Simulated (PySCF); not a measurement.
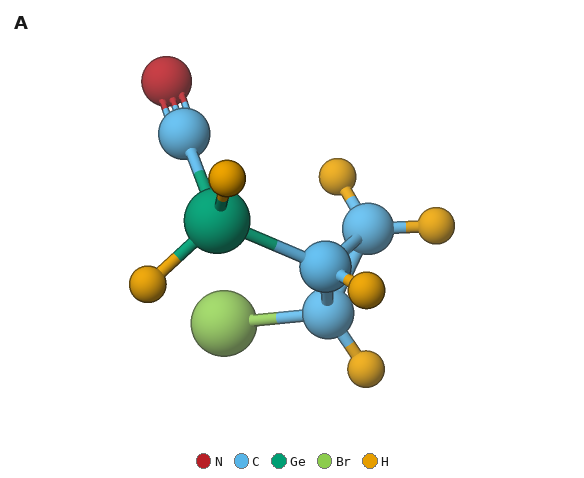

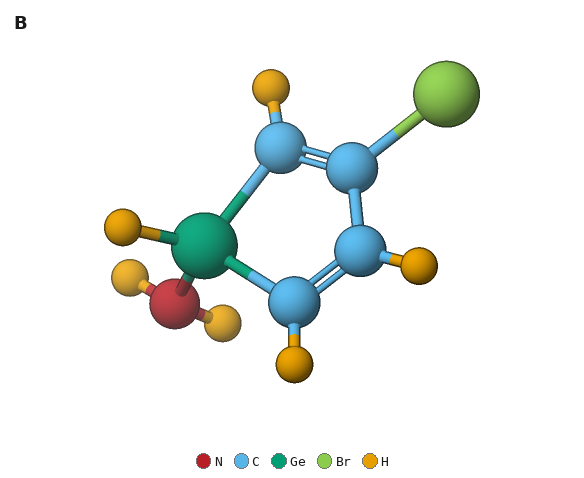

2 stationary structures of one formula. Geometries: GFN2-xTB. Electronic energies: ωB97X-D/def2-SVPD (PySCF 2.14.0), without zero-point energy. No frequency run is at hand to confirm each as a minimum. Each is one conformer, not always the lowest.

How are they related?

Answer. They are constitutional isomers of C4H6BrGeN: A `N#[C][GeH2][C@@H]1C[C@@H]1Br`, B `[NH2][Ge@H]1[CH]=CC(Br)=[CH]1`.

Rank them by energy, lowest first.

Answer. B is lowest; A lies 68.3 kJ/mol above it.

The geometry is semi-empirical. Around Br, Ge such bond lengths and angles can be off by a tenth of an ångström or more and by several degrees, and values that hang on the shape move with them.
